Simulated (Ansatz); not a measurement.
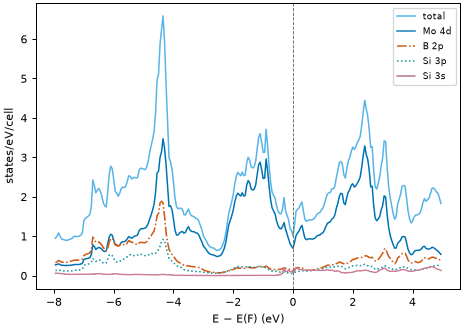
Fig. 1. Total and projected density of states of SiB$_{2}$Mo$_{2}$ in space group Cmmm (No. 65; Si on 2a, Mo on 4j, B on 4i), DFT-r²SCAN in the program Ansatz with PAW potentials

Task: Which orbitals carry the states next to the Fermi level?

Result: Within 0.5 eV of the Fermi level: Mo 4d 69 %, B 2p 11 %, Si 3s 8 %, Si 3p 6 %. Projections are on Löwdin-orthogonalised atomic valence shells; empty p or d shells of many metals are not among them.

Task: Where is the tallest occupied peak in this window, and what makes it?

Result: Near -4.3 eV, about 6.6 states/eV per cell; the largest projected share is Mo 4d.

The start of the workflow was typed in or built on a structure type; neither database checked (COD, Materials Project) lists it. Its standing as an ambient phase is unchecked. The r²SCAN relaxation kept the symmetry of its start; whether a distortion lowers the energy is not shown. No spin polarisation was allowed. Spin–orbit coupling is left out wherever it is not named.

Potentials: the later of the program's two PAW sets.
